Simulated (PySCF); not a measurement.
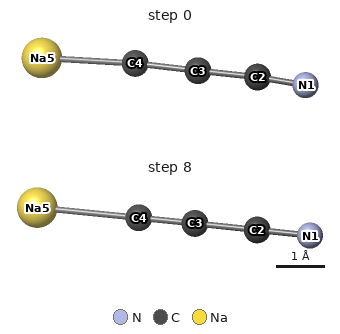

The structure of NaC₃N before (top) and after (bottom) a relaxation, at one scale.

The picture is a ball-and-stick view, seen at a tilt.

The start comes from GFN2-xTB. Its atoms were then displaced at random by about 0.03 Å.

All numbers below come from PBE0-D3(BJ)/def2-SVP geometry optimisation, gas phase (PySCF). 

> Summarise the run.

Over 8 geometry steps the energy falls by 35.7 kcal/mol. Na5 moves most after the best rigid fit: 0.11 Å. By element the largest moves are Na 0.11 Å, N 0.10 Å, C 0.09 Å. Among the contacts that change: C4–Na5 2.071 → 2.241 Å, C3–C4 1.371 → 1.238 Å, N1–C2 1.072 → 1.166 Å, C2–C3 1.316 → 1.374 Å. Among the angles between lasting bonds that change: C3–C4–Na5 174.8° → 179.9°, N1–C2–C3 176.6° → 179.9°, C2–C3–C4 177.3° → 179.8°. Cost: 6.9 s on 1 thread of AMD EPYC 9B45, on a shared host.
